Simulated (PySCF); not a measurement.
**Run report: SnF (charge +1), single-point calculation**

- system: SnF, charge +1
- method: RHF/ano-rcc-vdzp, mp2 (PySCF 2.14.0)

Some settings of this run were made unusual or wrong on purpose.

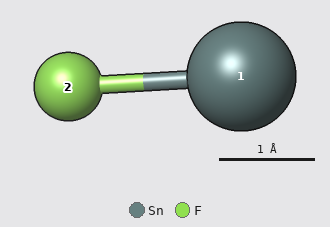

*The structure as given in the input (ball-and-stick view, seen at a tilt; atoms are numbered from 1 in the order of the input). Sticks mark near contacts.*

Bond lengths as drawn: F–Sn 1.86 Å.

### Outcome

| quantity | value |
| --- | --- |
| outcome | converged |
| SCF energy | −5950.395800 hartree |
| hardware | 1 CPU thread, shared host |
| wall time | 5.2 s |

Some settings of this run were drawn to be unusual or wrong. It converged; results that depend on the unusual settings are not reference values.

### The input
```python
from pyscf import gto, scf, mp

mol = gto.M(
    atom='Sn 0 0 0; F 0 0 1.859',
    basis='ano-rcc-vdzp',
    charge=1,
    spin=0,
    verbose=3,
)
mf = scf.RHF(mol)
mf.kernel()
mp.MP2(mf).kernel()
mf.dip_moment()
print('orbital energies (hartree):', mf.mo_energy[..., max(0, mol.nelec[1]-3):mol.nelec[0]+3].round(4))
```

Run as:
```bash
OMP_NUM_THREADS=1 python input.py
```

### Log
```
converged SCF energy = -5950.39579968596
E(RMP2) = -5951.04855906206  E_corr = -0.652759376101194
E(SCS-RMP2) = -5950.9853941794  E_corr = -0.589594493438117

WARN: System has nonzero charge 1; the dipole moment is origin-dependent.
Location of origin: [0. 0. 0.]

Dipole moment(X, Y, Z, Debye): -0.00000, -0.00000, -1.66224
orbital energies (hartree): [-0.8639 -0.8639 -0.6509 -0.2655 -0.2655 -0.1399]
```
